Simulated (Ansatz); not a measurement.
# UHF/STO-3G run of CH4FSi (SMILES [CH2][SiH2]F)

What is the vertical electron affinity of CH4FSi at UHF/STO-3G? 

Program for the calculation: Ansatz 0.2.0.

59 further runs of the same task are left out: 1 that didn't finish, 58 set aside as unsound or not needed.

## Step 1: Starting point

CH4FSi: 7 atoms, total charge 0, spin state doublet. SMILES: `[CH2][SiH2]F`. Geometry: relaxed at PBE0-D4/def2-TZVP. This is one conformer, not always the lowest.

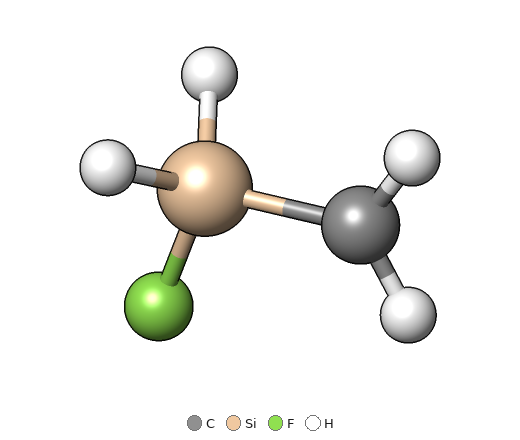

The structure, seen from a chosen angle (carbon grey, silicon light orange, fluorine green, hydrogen white).

## Step 2: A single-point energy at UHF/STO-3G

File job.yaml:

```yaml
crystal:
  periodic: [false, false, false]
  atoms:
    - {symbol: C, position_ang: [-0.871900, 0.281100, -0.615800]}
    - {symbol: Si, position_ang: [0.588600, -0.157300, 0.392500]}
    - {symbol: F, position_ang: [0.652600, -1.749500, 0.550500]}
    - {symbol: H, position_ang: [-1.536000, -0.466000, -1.038500]}
    - {symbol: H, position_ang: [-1.136000, 1.310700, -0.837900]}
    - {symbol: H, position_ang: [0.509900, 0.430600, 1.755300]}
    - {symbol: H, position_ang: [1.854000, 0.282500, -0.251700]}
basis:
  gaussian: {orbitals: STO-3G}
accuracy: high
magnetization: {spin_polarized: true, initial_magnetization: 1}
hamiltonian: {xc: hf}
output: {orbitals: {seedname: orbitals}}
```

Launch:

```bash
$ ansatz run job.yaml --threads 1 --pin off --max-ram 3480MiB --events-out events.jsonl --progress --plain --runs-dir runs
```

What it wrote:

```text
Warning: RAYON_NUM_THREADS=1 ignored (pool sized by the plan → 1); use --threads N
Functional definition: HF
  name "HF"
  exchange = exact_x
  correlation = 0
436 factors; integrals over basis functions are off by at most 2.8e-8 eV
mean field evaluation 1: about -11517.9502 eV, gradient 1.3e1 eV
mean field evaluation 2: about -11517.9964 eV, gradient 1.3e1 eV
mean field evaluation 4: about -11519.6620 eV, gradient 1.2e0 eV
mean field evaluation 8: about -11519.6847 eV, gradient 1.5e-2 eV
mean field -11519.68473549 eV, -423.3406057065 hartree, gradient 1.4e-8 eV, S^2 0.766427; 0 other end points of the search recorded, 0 dependent functions left out
reference -11519.68473549 eV, -423.3406057065 hartree; 17, 16 occupied and 6, 7 virtual orbitals, 436 factors
Total energy: -11519.68473549 eV, -423.3406057065 hartree
```

Wall time 0.16 s (1 thread of Arm Neoverse V2, shared host).

## Step 3: The singlet anion at the same level

File input.yaml:

```yaml
crystal:
  periodic: [false, false, false]
  atoms:
    - {symbol: C, position_ang: [-0.871900, 0.281100, -0.615800]}
    - {symbol: Si, position_ang: [0.588600, -0.157300, 0.392500]}
    - {symbol: F, position_ang: [0.652600, -1.749500, 0.550500]}
    - {symbol: H, position_ang: [-1.536000, -0.466000, -1.038500]}
    - {symbol: H, position_ang: [-1.136000, 1.310700, -0.837900]}
    - {symbol: H, position_ang: [0.509900, 0.430600, 1.755300]}
    - {symbol: H, position_ang: [1.854000, 0.282500, -0.251700]}
basis:
  gaussian:
    orbitals: STO-3G
total_charge: -1
hamiltonian:
  xc: hf
accuracy: high
output: {orbitals: {seedname: orbitals}}
```

Launch:

```bash
$ ansatz run input.yaml --threads 1 --pin off --max-ram 3480MiB --events-out events.jsonl --progress --plain --runs-dir runs
```

What it wrote:

```text
Warning: RAYON_NUM_THREADS=1 ignored (pool sized by the plan → 1); use --threads N
[... 4 set-up lines as earlier in the session ...]
436 factors; integrals over basis functions are off by at most 2.8e-8 eV
mean field evaluation 1: about -11511.3539 eV, gradient 2.2e1 eV
mean field evaluation 2: about -11511.4180 eV, gradient 2.2e1 eV
mean field evaluation 4: about -11513.2533 eV, gradient 1.3e0 eV
mean field evaluation 8: about -11513.2615 eV, gradient 2.7e-2 eV
mean field -11513.26155083 eV, -423.1045580241 hartree, gradient 7.8e-8 eV, S^2 0.000000; 0 other end points of the search recorded, 0 dependent functions left out
reference -11513.26155083 eV, -423.1045580241 hartree; 17, 17 occupied and 6, 6 virtual orbitals, 436 factors
Total energy: -11513.26155083 eV, -423.1045580241 hartree
```

Wall time 0.12 s (1 thread of Arm Neoverse V2, shared host).

## Step 4: Results

At UHF/STO-3G:

| quantity | value |
| --- | --- |
| doublet CH4FSi: total energy | -423.34061 Eh |
| doublet CH4FSi: HOMO energy (highest over α and β) | -9.10 eV |
| doublet CH4FSi: LUMO energy (lowest over α and β) | 8.23 eV |
| doublet CH4FSi: ⟨S²⟩ | 0.766 |
| singlet anion: total energy | -423.10456 Eh |
| singlet anion: HOMO energy | 4.44 eV |
| singlet anion: LUMO energy | 20.37 eV |
| singlet anion: HOMO–LUMO gap (to an unbound level, set by the basis) | 15.93 eV |
| vertical electron affinity (to the singlet anion) | -6.423 eV |

**Reading.** The anion lies 6.42 eV (620 kJ/mol) above the neutral: the electron isn't bound at this level, and such a value depends on the basis. Without diffuse functions anions come out too high. Hartree–Fock misses the correlation that binds many anions. In a minimal basis such a difference can be off by several eV, whatever the method. The HOMO (singlet anion) lies at positive energy, 4.44 eV: the electron is unbound at this level or held by a compact basis; values depend on the basis.
